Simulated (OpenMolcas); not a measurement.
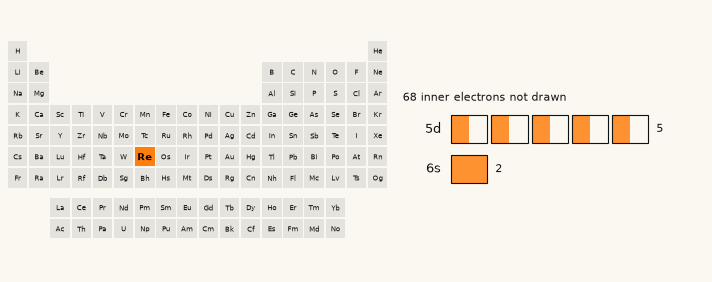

Left, the place of rhenium in the periodic table; right, the outer shells of the leading configuration of the lowest level: a box for each of the 2l + 1 orbitals, shaded by the share of the shell that is filled, with the electron count at the right.

**Run report: Re, multiconfigurational calculation (part 1 of 2)**

System: Re.
Method: state-averaged CASSCF, active space 7 electrons in the shells 5d 6s, basis ANO-RCC-VDZP, DKH2 scalar Hamiltonian, spin-orbit coupling by RASSI with atomic mean-field integrals (OpenMolcas).

### Input
```
&GATEWAY
Coord
1

Re 0.0 0.0 0.0
Basis=ANO-RCC-VDZP
Group=XYZ
NoMove
AngMom=0.0 0.0 0.0
AMFI
&SEWARD
&RASSCF
FileOrb=start.orb
Symmetry=1
Spin=6
nActEl=7 0 0
Inactive=15 19
Ras2=6 0
CIRoot=6 6 1
SDav=6
CIMx=300
Iter=120 100
PrWF=0.3
OrbListing=Nothing
MaxOrb=0
Atom
>>> COPY $Project.JobIph JOB001
&RASSCF
FileOrb=start.orb
Symmetry=1
Spin=4
nActEl=7 0 0
Inactive=15 19
Ras2=6 0
CIRoot=52 52 1
SDav=84
CIMx=300
Iter=120 100
PrWF=0.3
OrbListing=Nothing
MaxOrb=0
Atom
>>> COPY $Project.JobIph JOB002
&RASSCF
FileOrb=start.orb
Symmetry=1
Spin=2
nActEl=7 0 0
Inactive=15 19
Ras2=6 0
CIRoot=53 53 1
SDav=210
CIMx=300
Iter=120 100
PrWF=0.3
OrbListing=Nothing
MaxOrb=0
Atom
>>> COPY $Project.JobIph JOB003
&RASSI
NrOfJobIphs=3 6 52 53
1 2 3 4 5 6
1 2 3 4 5 6 7 8 9 10 11 12 13 14 15 16 17 18 19 20 21 22 23 24 25 26 27
28 29 30 31 32 33 34 35 36 37 38 39 40 41 42 43 44 45 46 47 48 49 50 51
52
1 2 3 4 5 6 7 8 9 10 11 12 13 14 15 16 17 18 19 20 21 22 23 24 25 26 27
28 29 30 31 32 33 34 35 36 37 38 39 40 41 42 43 44 45 46 47 48 49 50 51
52 53
IphNames
JOB001
JOB002
JOB003
EJob
SpinOrbit
DIPRint=1.0
SOCoupling=1000.0
Subsets=2
MEES
Property=10
'ANGMOM' 1 'ANGMOM' 2 'ANGMOM' 3 'MLTPL  1' 1 'MLTPL  1' 2 'MLTPL  1' 3
'AMFI' 1 'AMFI' 2 'AMFI' 3 'MLTPL  2' 6
SOProperty=3
'ANGMOM' 1 'ANGMOM' 2 'ANGMOM' 3
```

The file start.orb holds starting orbitals from an earlier step. A driver script formed the levels outside the program, from RASSI's spin-orbit matrix and the active-space energies, averaged over the components of each term or state.

### Log (extracts)
```
--- SEWARD ---
Basis set label: RE.ANO-RCC...7S6P4D2F1G.

      Electronic valence basis set:
      ------------------
      Associated Effective Charge  75.000000 au
      Associated Actual Charge     75.000000 au
      Nuclear Model: Point charge

      Shell  nPrim  nBasis  Cartesian Spherical Contaminant
         s      24       7        X
         p      21       6        X
         d      15       4                 X
         f      11       2                 X
         g       4       1                 X
                  Relativistic Douglas-Kroll-Hess integrals:
                    - DKH order of Hamiltonian: 2
                    - DKH order of Properties : 0
                  Atomic mean-field integrals
--- RASSCF ---
Wave function specifications:
      -----------------------------

      Number of closed shell electrons          68
      Number of electrons in active shells       7
      Max number of holes in RAS1 space          0
      Max nr of electrons in RAS3 space          0
      Number of inactive orbitals               34
      Number of active orbitals                  6
      Number of secondary orbitals              28
      Spin quantum number                      2.5
      State symmetry                             1
Orbital specifications:
      -----------------------

      Symmetry species                           1   2
                                                ag  au
      Frozen orbitals                            0   0
      Inactive orbitals                         15  19
      Active orbitals                            6   0
      RAS1 orbitals                              0   0
      RAS2 orbitals                              6   0
      RAS3 orbitals                              0   0
      Secondary orbitals                        15  13
      Deleted orbitals                           0   0
      Number of basis functions                 36  32
      Number of CSFs                             6
      Number of root(s) required                 6
      Iter CI   SX   CI       RASSCF       Energy    max ROT     max BLB   max BLB  Level Ln srch  Step   QN
          iter iter root      energy       change     param      element    value   shift minimum  type update
 Nr of preliminary CI iterations:   1
      Total energies have been shifted. Add               -16000.00 au
        1   1    2    0  -676.53278244    0.00E+00   2.72E-07   19  20 2  2.29E-07   0.00   0.00    SX    NO
        2   1    2    0  -676.53278244   -2.91E-11   5.01E-08   19  23 2  6.59E-08   0.00   0.00    SX    NO
        3   1    2    0  -676.53278244    3.64E-12  -8.43E-09   14  27 2  4.13E-08   0.00   0.00    SX    NO
        4   1    1    0  -676.53278244   -3.64E-12   0.00E+00   14  27 2 -3.81E-08   0.00   0.00    SX    NO
      Convergence after  4 iterations
        5   1    1    0  -676.53278244   -7.28E-12   0.00E+00   14  27 2 -3.81E-08   0.00   0.00    SX    NO
      Natural orbitals and occupation numbers for root  1
      sym 1:   1.000000   1.000000   1.000000   1.000000   1.000000   2.000000
      Natural orbitals and occupation numbers for root  2
      sym 1:   1.000000   1.000000   1.000000   2.000000   1.000000   1.000000
      Natural orbitals and occupation numbers for root  3
      sym 1:   1.000000   1.000000   1.000000   1.000000   2.000000   1.000000
::    RASSCF root number  1 Total energy: -16676.57368047
::    RASSCF root number  2 Total energy: -16676.52460283
::    RASSCF root number  3 Total energy: -16676.52460283
::    RASSCF root number  4 Total energy: -16676.52460283
::    RASSCF root number  5 Total energy: -16676.52460283
::    RASSCF root number  6 Total energy: -16676.52460283
--- RASSCF ---
Wave function specifications:
      -----------------------------

      Number of closed shell electrons          68
      Number of electrons in active shells       7
      Max number of holes in RAS1 space          0
      Max nr of electrons in RAS3 space          0
      Number of inactive orbitals               34
      Number of active orbitals                  6
      Number of secondary orbitals              28
      Spin quantum number                      1.5
      State symmetry                             1
Orbital specifications:
      -----------------------

      Symmetry species                           1   2
                                                ag  au
      Frozen orbitals                            0   0
      Inactive orbitals                         15  19
      Active orbitals                            6   0
      RAS1 orbitals                              0   0
      RAS2 orbitals                              6   0
      RAS3 orbitals                              0   0
      Secondary orbitals                        15  13
      Deleted orbitals                           0   0
      Number of basis functions                 36  32
      Number of CSFs                            84
      Number of root(s) required                52
      Iter CI   SX   CI       RASSCF       Energy    max ROT     max BLB   max BLB  Level Ln srch  Step   QN
          iter iter root      energy       change     param      element    value   shift minimum  type update
 Nr of preliminary CI iterations:   1
      Total energies have been shifted. Add               -16000.00 au
        1   1    5    0  -676.45321302    0.00E+00  -5.62E-03   19  23 2 -1.15E-02*  0.00   0.00    SX    NO
        2   1    5    0  -676.45337393   -1.61E-04*  4.94E-03   14  27 2 -1.13E-02*  0.00   0.00    SX    NO
        3   1    5    0  -676.45337388    4.90E-08*  2.87E-03   14  27 2  1.23E-02*  0.00   0.00    SX    NO
        4   1    5    0  -676.45337285    1.03E-06*  2.75E-03   14  27 2 -1.26E-02*  0.00   0.00    SX    NO
        5   1    5    0  -676.45337147    1.38E-06*  1.91E-03   14  27 2  1.27E-02*  0.00   0.50    SX   YES
        6   1    5    0  -676.45346322   -9.17E-05*  5.22E-04   14  27 2 -5.05E-03*  0.00   0.71    QN   YES
        7   1    4    0  -676.45347950   -1.63E-05* -3.07E-05   19  23 2 -2.01E-04*  0.00   0.97    QN   YES
        8   1    4    0  -676.45347950   -4.74E-09   6.67E-06   19  23 2  7.03E-05   0.00   0.46    QN   YES
      Convergence after  8 iterations
        9   1    4    0  -676.45347950   -4.02E-09   6.67E-06   19  23 2  2.67E-05   0.00   0.46    QN   YES
      Natural orbitals and occupation numbers for root  1
      sym 1:   0.943365   1.035643   1.137800   1.035643   1.137800   1.709750
      Natural orbitals and occupation numbers for root  2
      sym 1:   0.943365   1.035643   1.035643   1.137800   1.137800   1.709750
      Natural orbitals and occupation numbers for root  3
      sym 1:   1.137800   1.137800   1.035643   1.035643   0.943365   1.709750
::    RASSCF root number  1 Total energy: -16676.49206932
::    RASSCF root number  2 Total energy: -16676.49206932
::    RASSCF root number  3 Total energy: -16676.49206932
::    RASSCF root number  4 Total energy: -16676.49098484
::    RASSCF root number  5 Total energy: -16676.49098484
::    RASSCF root number  6 Total energy: -16676.49098484
::    RASSCF root number  7 Total energy: -16676.49098484
::    RASSCF root number  8 Total energy: -16676.49098484
::    RASSCF root number  9 Total energy: -16676.49098484
::    RASSCF root number 10 Total energy: -16676.49098484
::    RASSCF root number 11 Total energy: -16676.49098484
::    RASSCF root number 12 Total energy: -16676.49098484
::    RASSCF root number 13 Total energy: -16676.48611926
::    RASSCF root number 14 Total energy: -16676.48611926
::    RASSCF root number 15 Total energy: -16676.48611926
::    RASSCF root number 16 Total energy: -16676.48611926
::    RASSCF root number 17 Total energy: -16676.48611926
::    RASSCF root number 18 Total energy: -16676.45312868
::    RASSCF root number 19 Total energy: -16676.45312868
::    RASSCF root number 20 Total energy: -16676.45312868
::    RASSCF root number 21 Total energy: -16676.45312868
::    RASSCF root number 22 Total energy: -16676.45312868
::    RASSCF root number 23 Total energy: -16676.45312868
::    RASSCF root number 24 Total energy: -16676.45312868
::    RASSCF root number 25 Total energy: -16676.44431183
::    RASSCF root number 26 Total energy: -16676.44431183
::    RASSCF root number 27 Total energy: -16676.44431183
::    RASSCF root number 28 Total energy: -16676.44431183
::    RASSCF root number 29 Total energy: -16676.44431183
::    RASSCF root number 30 Total energy: -16676.44431183
--- RASSCF ---
Wave function specifications:
      -----------------------------

      Number of closed shell electrons          68
      Number of electrons in active shells       7
      Max number of holes in RAS1 space          0
      Max nr of electrons in RAS3 space          0
      Number of inactive orbitals               34
      Number of active orbitals                  6
      Number of secondary orbitals              28
      Spin quantum number                      0.5
      State symmetry                             1
Orbital specifications:
      -----------------------

      Symmetry species                           1   2
                                                ag  au
      Frozen orbitals                            0   0
      Inactive orbitals                         15  19
      Active orbitals                            6   0
      RAS1 orbitals                              0   0
      RAS2 orbitals                              6   0
      RAS3 orbitals                              0   0
      Secondary orbitals                        15  13
      Deleted orbitals                           0   0
      Number of basis functions                 36  32
      Number of CSFs                           210
      Number of root(s) required                53
      Iter CI   SX   CI       RASSCF       Energy    max ROT     max BLB   max BLB  Level Ln srch  Step   QN
          iter iter root      energy       change     param      element    value   shift minimum  type update
 Nr of preliminary CI iterations:   1
      Total energies have been shifted. Add               -16000.00 au
        1   1    5    0  -676.43650855    0.00E+00   2.31E-02   19  23 2 -3.09E-02*  0.00   0.00    SX    NO
        2   1    6    0  -676.43917529   -2.67E-03*  1.21E-02   14  27 2 -3.78E-02*  0.00   0.00    SX    NO
        3   1    6    0  -676.43899124    1.84E-04* -8.03E-03   14  27 2  4.25E-02*  0.00   0.00    SX    NO
        4   1    6    0  -676.43908876   -9.75E-05* -7.85E-03   14  27 2 -4.19E-02*  0.00   0.00    SX    NO
        5   1    6    0  -676.43911651   -2.77E-05* -3.82E-03   14  27 2  4.13E-02*  0.00   0.50    LS   YES
        6   1    5    0  -676.44017017   -1.05E-03* -1.34E-04   15  22 1  5.70E-04*  0.00   1.00    QN   YES
        7   1    5    0  -676.44016959    5.80E-07*  1.37E-04   19  23 2 -1.14E-03*  0.00   0.19    SX   YES
        8   1    5    0  -676.44017065   -1.06E-06* -1.01E-04   14  27 2 -3.02E-04*  0.00   0.99    QN   YES
        9   1    4    0  -676.44017083   -1.79E-07* -2.57E-05    9  23 2  8.44E-05   0.00   0.98    QN   YES
       10   1    3    0  -676.44017083   -3.51E-09  -7.79E-06   15  22 1  1.61E-05   0.00   1.00    QN   YES
      Convergence after 10 iterations
       11   1    3    0  -676.44017083   -2.62E-10  -7.79E-06    9  23 2 -7.07E-06   0.00   1.00    QN   YES
      Natural orbitals and occupation numbers for root  1
      sym 1:   0.984637   1.003223   1.194970   1.004364   1.006240   1.806565
      Natural orbitals and occupation numbers for root  2
      sym 1:   0.978443   1.003870   1.003596   1.203388   1.006361   1.804342
      Natural orbitals and occupation numbers for root  3
      sym 1:   1.001101   1.002874   1.005226   1.005728   1.173465   1.811607
::    RASSCF root number  1 Total energy: -16676.45630323
::    RASSCF root number  2 Total energy: -16676.45630323
::    RASSCF root number  3 Total energy: -16676.45630323
::    RASSCF root number  4 Total energy: -16676.45630323
::    RASSCF root number  5 Total energy: -16676.45630323
::    RASSCF root number  6 Total energy: -16676.45117400
::    RASSCF root number  7 Total energy: -16676.45117400
::    RASSCF root number  8 Total energy: -16676.45117400
::    RASSCF root number  9 Total energy: -16676.45117400
::    RASSCF root number 10 Total energy: -16676.45117400
::    RASSCF root number 11 Total energy: -16676.45117400
::    RASSCF root number 12 Total energy: -16676.45117400
::    RASSCF root number 13 Total energy: -16676.45088443
::    RASSCF root number 14 Total energy: -16676.45088443
::    RASSCF root number 15 Total energy: -16676.45088443
::    RASSCF root number 16 Total energy: -16676.45088443
::    RASSCF root number 17 Total energy: -16676.45088443
::    RASSCF root number 18 Total energy: -16676.45088443
::    RASSCF root number 19 Total energy: -16676.45088443
::    RASSCF root number 20 Total energy: -16676.45088443
::    RASSCF root number 21 Total energy: -16676.45088443
::    RASSCF root number 22 Total energy: -16676.45088443
::    RASSCF root number 23 Total energy: -16676.45088443
::    RASSCF root number 24 Total energy: -16676.45088443
::    RASSCF root number 25 Total energy: -16676.45088443
::    RASSCF root number 26 Total energy: -16676.43799811
::    RASSCF root number 27 Total energy: -16676.43799811
::    RASSCF root number 28 Total energy: -16676.43799811
::    RASSCF root number 29 Total energy: -16676.43799811
::    RASSCF root number 30 Total energy: -16676.43799811
```

(Continued in part 2.) Outcome of the run: converged.
